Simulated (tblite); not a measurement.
**C5H9FSi: geometry relaxation (part 1 of 4)**

The run: geometry relaxation of C5H9FSi. Method and program: GFN2-xTB geometry optimisation, gas phase (tblite 0.8.0).

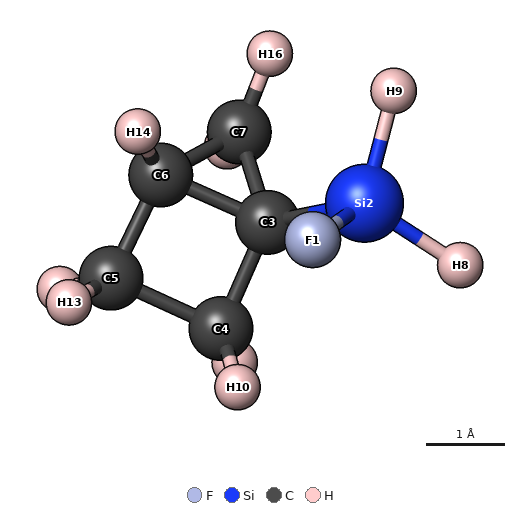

Fig. 1: The structure as given in the input (ball-and-stick view, seen at a tilt; atoms are numbered from 1 in the order of the input).

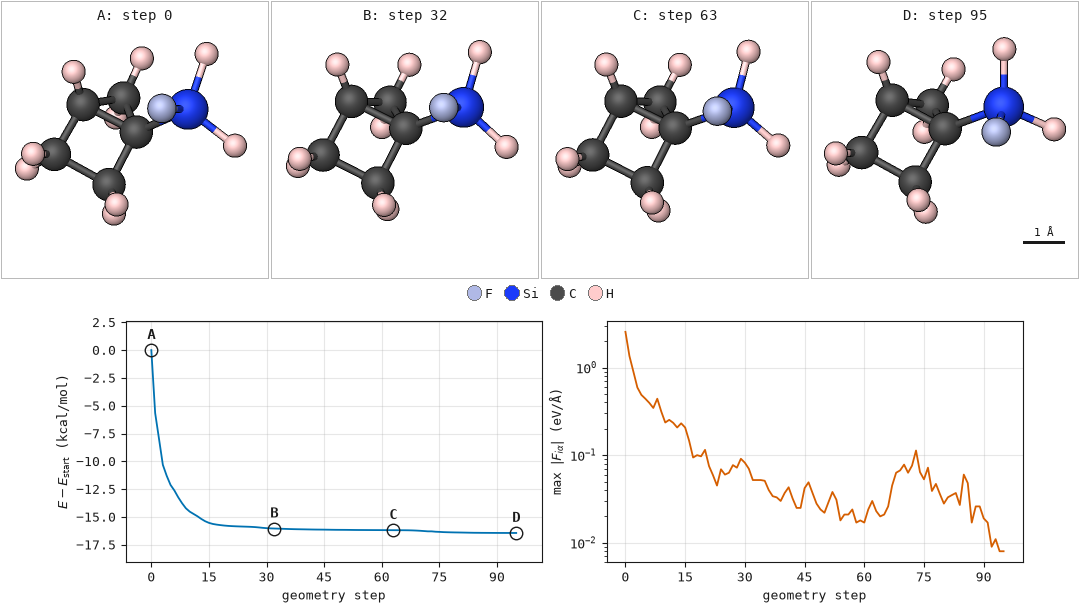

Fig. 2: Frames of the relaxation (ball-and-stick view, seen at a tilt) above the curves, on which the letters mark them (steps are counted from 0).

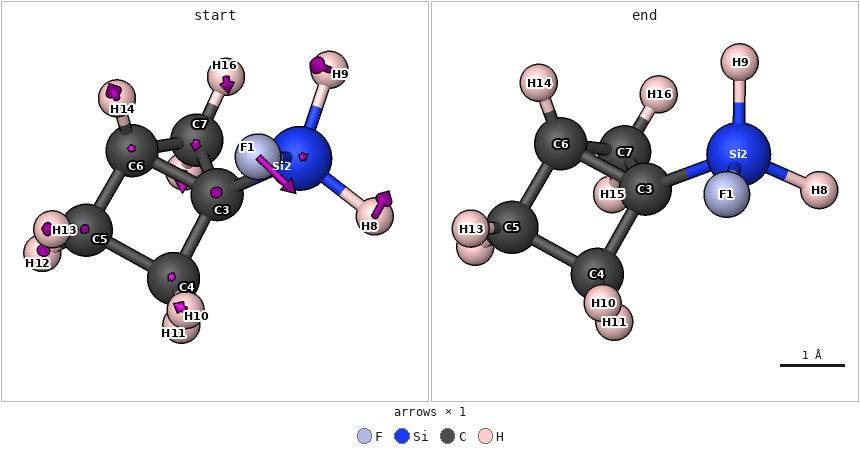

Fig. 3: Before (left) and after (right) the relaxation, at one scale (ball-and-stick view, seen at a tilt). The pink arrows give the displacements, at true length. The energy falls by 16.4 kcal/mol in 95 geometry steps. The largest force component goes from 2.6 to 0.008 eV/Å. The largest move after the best rigid fit is that of F1, 0.85 Å. By element the largest moves are F 0.85 Å, H 0.66 Å, C 0.21 Å, Si 0.15 Å. Distances before and after: C5–C6 1.472 → 1.520 Å, Si2–H9 1.495 → 1.456 Å, C3–C4 1.499 → 1.534 Å, Si2–H8 1.482 → 1.457 Å. Among the angles that change: C5–C6–C7 125.5° → 109.7°, C4–C3–C7 121.7° → 107.5°, C5–C6–H14 113.3° → 124.6°. (Atoms are counted from 1 in the order of the input.)

The input that produced these results follows, with the program's output.

Input:
```
{"job": {"kind": "relax", "xc": "GFN2-xTB", "basis": "xTB"}, "charge": 0, "multiplicity": 1}
F      2.279100    -1.481700     0.259700
Si     1.998500     0.103500     0.360300
C      0.215000     0.408100    -0.044800
C     -0.320900    -0.089500    -1.353100
C     -1.406400    -0.877100    -0.556800
C     -0.891900    -0.288500     0.690500
C     -0.651500     1.174200     0.930300
H      2.899600     0.812200    -0.578900
H      2.315100     0.538600     1.755400
H      0.325000    -0.739200    -1.946300
H     -0.722600     0.687600    -1.997800
H     -2.436800    -0.597300    -0.813000
H     -1.317800    -1.963200    -0.620700
H     -0.650400    -1.027300     1.445600
H     -1.382100     1.884500     0.544200
H     -0.259400     1.463900     1.913900
```

The first line tells a small driver script what to run in tblite; the rest is the geometry in Å.

Command:
```bash
OMP_NUM_THREADS=1 python <driver script> task.json out
```

Output:
```
step      E/eV     max force
  0    -591.96614    2.977
  1    -592.21169    1.437
  2    -592.31216    0.918
  3    -592.41345    0.628
  4    -592.45613    0.526
  5    -592.49182    0.532
  6    -592.51340    0.484
  7    -592.53995    0.378
  8    -592.56305    0.462
  9    -592.58293    0.321
 10    -592.59598    0.297
 11    -592.60501    0.299
 12    -592.61399    0.269
 13    -592.62436    0.252
 14    -592.63329    0.257
 15    -592.63976    0.221
 16    -592.64397    0.159
 17    -592.64657    0.135
 18    -592.64858    0.139
 19    -592.65028    0.104
 20    -592.65157    0.117
 21    -592.65249    0.077
 22    -592.65318    0.075
 23    -592.65377    0.062
 24    -592.65428    0.073
 25    -592.65477    0.061
 26    -592.65535    0.072
 27    -592.65625    0.078
 28    -592.65760    0.091
 29    -592.65919    0.105
 30    -592.66043    0.098
 31    -592.66124    0.075
 32    -592.66179    0.060
 33    -592.66228    0.060
 34    -592.66282    0.060
 35    -592.66335    0.058
 36    -592.66386    0.056
 37    -592.66429    0.042
 38    -592.66461    0.037
 39    -592.66487    0.035
 40    -592.66513    0.042
 41    -592.66542    0.046
 42    -592.66570    0.035
 43    -592.66590    0.032
 44    -592.66603    0.033
 45    -592.66618    0.043
 46    -592.66641    0.049
 47    -592.66667    0.039
 48    -592.66686    0.028
 49    -592.66695    0.027
 50    -592.66702    0.027
 51    -592.66713    0.030
 52    -592.66730    0.039
 53    -592.66748    0.033
 54    -592.66759    0.023
 55    -592.66766    0.023
 56    -592.66773    0.024
 57    -592.66783    0.025
 58    -592.66791    0.020
 59    -592.66797    0.020
 60    -592.66803    0.018
 61    -592.66811    0.026
 62    -592.66821    0.032
 63    -592.66832    0.026
 64    -592.66839    0.022
 65    -592.66846    0.024
 66    -592.66856    0.030
 67    -592.66876    0.051
 68    -592.66916    0.071
 69    -592.66980    0.083
 70    -592.67063    0.104
 71    -592.67173    0.088
 72    -592.67282    0.088
 73    -592.67289    0.133
 74    -592.67431    0.075
 75    -592.67494    0.058
 76    -592.67582    0.074
 77    -592.67631    0.046
 78    -592.67672    0.051
 79    -592.67704    0.038
 80    -592.67726    0.037
 81    -592.67756    0.039
 82    -592.67784    0.041
 83    -592.67815    0.040
 84    -592.67842    0.027
 85    -592.67851    0.064
 86    -592.67868    0.049
 87    -592.67876    0.020
 88    -592.67885    0.028
 89    -592.67894    0.029
 90    -592.67902    0.020
 91    -592.67909    0.017
 92    -592.67912    0.011
 93    -592.67914    0.011
 94    -592.67915    0.012
 95    -592.67916    0.010
```

Trajectory as extended XYZ (Å, eV, eV/Å), 50 of the 96 frames kept, from step=0 to step=95:
```
16
Properties=species:S:1:pos:R:3:forces:R:3 step=0 energy=-591.96614
F     2.2791   -1.4817    0.2597    0.0760   0.1050  -0.0170
Si    1.9985    0.1035    0.3603    0.8560   0.8150   0.4860
C     0.2150    0.4081   -0.0448    2.1940   0.3200   1.1630
C    -0.3209   -0.0895   -1.3531   -1.5260  -0.1130  -0.6600
C    -1.4064   -0.8771   -0.5568   -1.1560   0.6740  -1.9830
C    -0.8919   -0.2885    0.6905    1.1270  -1.0210   2.5590
C    -0.6515    1.1742    0.9303   -1.2420  -0.2620  -1.2110
H     2.8996    0.8122   -0.5789   -0.2420  -0.4040   0.1680
H     2.3151    0.5386    1.7554   -0.1400  -0.3840  -0.5360
H     0.3250   -0.7392   -1.9463    0.1340   0.2210   0.3120
H    -0.7226    0.6876   -1.9978   -0.0760   0.0950  -0.2530
H    -2.4368   -0.5973   -0.8130    0.0020  -0.1430  -0.0640
H    -1.3178   -1.9632   -0.6207    0.1290   0.2480   0.1180
H    -0.6504   -1.0273    1.4456   -0.2810   0.3140   0.6330
H    -1.3821    1.8845    0.5442    0.1250  -0.1120   0.0270
H    -0.2594    1.4639    1.9139    0.0180  -0.3540  -0.7410
16
Properties=species:S:1:pos:R:3:forces:R:3 step=2 energy=-592.31216
F     2.2815   -1.4749    0.2595    0.0990   0.2960   0.0200
Si    2.0311    0.1233    0.3754    0.4690   0.0530   0.1110
C     0.2563    0.4118   -0.0203   -0.0570  -0.2660  -0.1990
C    -0.3541   -0.0899   -1.3603    0.2250   0.3770   0.1920
C    -1.4246   -0.8580   -0.5910    0.0210   0.1190   0.5270
C    -0.8653   -0.3079    0.7296    0.1960  -0.5530  -0.3500
C    -0.6768    1.1578    0.9039   -0.0940  -0.2340  -0.1110
H     2.8940    0.8004   -0.5753    0.1250  -0.1290  -0.1260
H     2.3120    0.5271    1.7418    0.0790  -0.1600   0.1220
H     0.3267   -0.7313   -1.9358   -0.1360   0.2440   0.2840
H    -0.7263    0.6939   -2.0077   -0.0900   0.1890  -0.1810
H    -2.4461   -0.5985   -0.8170   -0.4020   0.0960  -0.0920
H    -1.3148   -1.9521   -0.6191    0.0110   0.4240  -0.0950
H    -0.6560   -1.0292    1.4794   -0.1410  -0.1290   0.8980
H    -1.3839    1.8840    0.5406   -0.1740  -0.0710  -0.2510
H    -0.2614    1.4524    1.8850   -0.1310  -0.2540  -0.7500
16
Properties=species:S:1:pos:R:3:forces:R:3 step=4 energy=-592.45613
F     2.2906   -1.4543    0.2607    0.1990  -0.0020   0.0170
Si    2.0714    0.1374    0.3873   -0.4370   0.0050  -0.2060
C     0.2730    0.3969   -0.0157   -0.1840  -0.2390  -0.1920
C    -0.3608   -0.0667   -1.3524    0.1550   0.2220   0.0920
C    -1.4352   -0.8393   -0.5811   -0.0310  -0.0170   0.2260
C    -0.8366   -0.3458    0.7330   -0.0430  -0.2350   0.1020
C    -0.6954    1.1283    0.8770    0.0490   0.0310  -0.1170
H     2.9021    0.7872   -0.5841    0.3670   0.0760  -0.3080
H     2.3169    0.5116    1.7475    0.1960  -0.0040   0.4880
H     0.3194   -0.7122   -1.9131   -0.1060   0.0830   0.0740
H    -0.7331    0.7091   -2.0227    0.0550   0.0930   0.1210
H    -2.4727   -0.5931   -0.8223    0.0910   0.0960   0.2160
H    -1.3127   -1.9217   -0.6259   -0.0320   0.0510  -0.2360
H    -0.6691   -1.0367    1.5524   -0.2370   0.2740   0.0470
H    -1.3962    1.8765    0.5213   -0.0670  -0.4170  -0.2800
H    -0.2691    1.4316    1.8268    0.0260  -0.0180  -0.0430
16
Properties=species:S:1:pos:R:3:forces:R:3 step=6 energy=-592.51340
F     2.3073   -1.4448    0.2623    0.1680   0.0420   0.0120
Si    2.0696    0.1474    0.3834    0.0410   0.1570   0.0420
C     0.2698    0.3782   -0.0194    0.1030   0.0150   0.1180
C    -0.3610   -0.0479   -1.3443   -0.2370  -0.1950  -0.0630
C    -1.4405   -0.8312   -0.5683    0.0190  -0.0420  -0.1930
C    -0.8267   -0.3678    0.7393   -0.1730   0.1220   0.1480
C    -0.6996    1.1114    0.8580    0.0160   0.0940   0.0840
H     2.9258    0.7839   -0.6042    0.0820  -0.0660   0.0030
H     2.3300    0.5027    1.7742    0.0680  -0.0920  -0.0730
H     0.3102   -0.6992   -1.8995   -0.0350  -0.0330  -0.0890
H    -0.7326    0.7230   -2.0214    0.0750   0.1280   0.1980
H    -2.4791   -0.5841   -0.8099    0.1190   0.1110   0.2940
H    -1.3139   -1.9064   -0.6445   -0.0440  -0.1290  -0.2380
H    -0.6889   -1.0260    1.5905   -0.1730   0.1770  -0.1030
H    -1.4074    1.8474    0.4938   -0.0660  -0.3950  -0.2710
H    -0.2707    1.4221    1.7986    0.0390   0.1050   0.1300
16
Properties=species:S:1:pos:R:3:forces:R:3 step=8 energy=-592.56305
F     2.3370   -1.4306    0.2649    0.1090   0.1720   0.0090
Si    2.0705    0.1649    0.3810    0.4410   0.0070   0.1360
C     0.2684    0.3610   -0.0159    0.1760   0.0760   0.1420
C    -0.3725   -0.0439   -1.3402   -0.0200  -0.1510   0.0320
C    -1.4431   -0.8307   -0.5648    0.0130  -0.0550  -0.0840
C    -0.8328   -0.3755    0.7491   -0.0330   0.1120  -0.1310
C    -0.6986    1.1019    0.8490   -0.0540   0.0370   0.1040
H     2.9549    0.7764   -0.6225   -0.1590  -0.1250   0.2330
H     2.3484    0.4882    1.7946   -0.0210  -0.0820  -0.3870
H     0.2978   -0.6906   -1.8957   -0.0160  -0.1000  -0.2020
H    -0.7259    0.7463   -2.0024    0.0030   0.1020   0.1650
H    -2.4764   -0.5660   -0.7739   -0.1190   0.0930   0.1430
H    -1.3194   -1.9028   -0.6818   -0.0780  -0.1070  -0.1010
H    -0.7217   -1.0028    1.6167   -0.0760  -0.0840   0.0150
H    -1.4246    1.7891    0.4449   -0.0810  -0.0850  -0.1640
H    -0.2696    1.4241    1.7857   -0.0840   0.1900   0.0900
16
Properties=species:S:1:pos:R:3:forces:R:3 step=10 energy=-592.59598
F     2.3669   -1.4119    0.2674    0.1280  -0.0060  -0.0070
Si    2.0913    0.1770    0.3850    0.0570  -0.0970  -0.0120
C     0.2772    0.3515   -0.0061    0.0620  -0.0280   0.0370
C    -0.3776   -0.0469   -1.3355    0.2300   0.0590   0.0830
C    -1.4463   -0.8343   -0.5657   -0.0190   0.0250   0.0850
C    -0.8373   -0.3780    0.7516    0.1640  -0.0930  -0.0770
C    -0.7010    1.0981    0.8467   -0.0300  -0.0210  -0.0520
H     2.9687    0.7650   -0.6234   -0.0660   0.0080   0.1220
H     2.3622    0.4738    1.7894    0.0370   0.0340  -0.1320
H     0.2866   -0.6902   -1.9059   -0.0580  -0.0430  -0.1600
H    -0.7204    0.7683   -1.9764   -0.0090  -0.0090   0.1520
H    -2.4804   -0.5474   -0.7384   -0.1160   0.0190  -0.0030
H    -1.3293   -1.9062   -0.7152   -0.1250   0.0180   0.0410
H    -0.7513   -0.9892    1.6335   -0.0180  -0.1520  -0.0160
H    -1.4414    1.7409    0.3992   -0.0020   0.1130  -0.0220
H    -0.2755    1.4383    1.7823   -0.2360   0.1750  -0.0400
16
Properties=species:S:1:pos:R:3:forces:R:3 step=12 energy=-592.61399
F     2.3892   -1.4054    0.2677    0.1430  -0.1690  -0.0210
Si    2.1048    0.1759    0.3867   -0.2160  -0.1110  -0.0810
C     0.2875    0.3467    0.0025   -0.0310  -0.0880  -0.0310
C    -0.3675   -0.0475   -1.3291    0.0360   0.0160   0.0120
C    -1.4486   -0.8339   -0.5639    0.0160   0.0620   0.0420
C    -0.8291   -0.3837    0.7499    0.0670  -0.0950   0.0930
C    -0.7044    1.0961    0.8430    0.0030  -0.0310  -0.0930
H     2.9693    0.7608   -0.6143    0.0970   0.1310  -0.0760
H     2.3705    0.4703    1.7763    0.1000   0.1050   0.1750
H     0.2781   -0.6937   -1.9225   -0.0650   0.0420  -0.0380
H    -0.7181    0.7772   -1.9535    0.0290  -0.0130   0.1060
H    -2.4884   -0.5380   -0.7226    0.0790  -0.0060  -0.0270
H    -1.3429   -1.9075   -0.7264   -0.1170   0.0950   0.0800
H    -0.7648   -0.9941    1.6370    0.0240  -0.0980  -0.0620
H    -1.4480    1.7278    0.3782    0.0710   0.0650   0.0130
H    -0.2951    1.4579    1.7796   -0.2340   0.0950  -0.0920
16
Properties=species:S:1:pos:R:3:forces:R:3 step=14 energy=-592.63329
F     2.4262   -1.4091    0.2666    0.0930  -0.1370  -0.0240
Si    2.1100    0.1666    0.3847    0.0070  -0.0560   0.0300
C     0.2966    0.3344    0.0105   -0.0530  -0.0800  -0.0260
C    -0.3558   -0.0482   -1.3206   -0.2310  -0.0840  -0.0750
C    -1.4495   -0.8290   -0.5585    0.0060   0.0060  -0.0360
C    -0.8166   -0.3954    0.7525   -0.1690   0.0380   0.1170
C    -0.7085    1.0901    0.8322   -0.0070  -0.0130  -0.0200
H     2.9766    0.7651   -0.6088    0.0620   0.1170  -0.0790
H     2.3875    0.4733    1.7725    0.0710   0.0790   0.1310
H     0.2633   -0.6940   -1.9441   -0.0260   0.0810   0.0670
H    -0.7134    0.7884   -1.9197    0.0360   0.0560  -0.0040
H    -2.4923   -0.5266   -0.7060    0.1840   0.0390  -0.0320
H    -1.3672   -1.9017   -0.7338   -0.0490   0.0500   0.0800
H    -0.7785   -1.0083    1.6394    0.0790  -0.0430  -0.0390
H    -1.4510    1.7164    0.3532    0.0920  -0.0440  -0.0330
H    -0.3352    1.4871    1.7684   -0.0960  -0.0080  -0.0570
16
Properties=species:S:1:pos:R:3:forces:R:3 step=16 energy=-592.64397
F     2.4562   -1.4166    0.2648    0.0390   0.0080  -0.0100
Si    2.1159    0.1585    0.3853    0.1460  -0.0140   0.0620
C     0.2988    0.3203    0.0141    0.0010  -0.0540   0.0340
C    -0.3603   -0.0512   -1.3181   -0.0970  -0.0080   0.0000
C    -1.4506   -0.8263   -0.5549   -0.0400  -0.0360  -0.0020
C    -0.8188   -0.4014    0.7590   -0.1340   0.0590  -0.0210
C    -0.7112    1.0843    0.8239   -0.0030  -0.0140   0.0230
H     2.9855    0.7732   -0.6101   -0.0640   0.0250   0.0410
H     2.4031    0.4784    1.7778    0.0190   0.0190  -0.0440
H     0.2519   -0.6891   -1.9530    0.0010   0.0280   0.0410
H    -0.7086    0.8004   -1.8988   -0.0110   0.0560  -0.0590
H    -2.4860   -0.5151   -0.6961    0.0050   0.0910  -0.0660
H    -1.3851   -1.8957   -0.7362    0.0000  -0.0660   0.0680
H    -0.7845   -1.0183    1.6420    0.0750  -0.0200   0.0010
H    -1.4492    1.7031    0.3316    0.0370  -0.0360  -0.0900
H    -0.3646    1.5043    1.7573    0.0250  -0.0390   0.0210
```
